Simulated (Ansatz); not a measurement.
## Hypothetical rock salt BeS, pressure series

Consider BeS in the rock salt structure (space group Fm-3m, No. 225; a = 4.629 Å; a hypothetical phase, not in the database extracts checked).

Cell and atoms are relaxed at each pressure.

Level of theory: PBE (Ansatz, a quantum-chemistry and plane-wave program; PAW; 420 eV plane waves; without spin-orbit coupling).

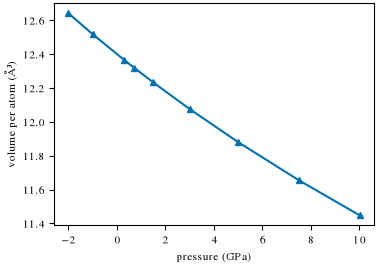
Figure. Volume against pressure

**Question.** Estimate the zero-pressure bulk modulus from the plot.

**Answer.** About 110 GPa; a third-order Birch–Murnaghan fit to the points gives V₀ = 12.40 Å³/atom, B₀ = 108 GPa and B₀′ = 3.8.

Load acts through the strain it causes; cell and atoms are relaxed under it. No phonon test of stability was made. No other phases were tried under pressure.
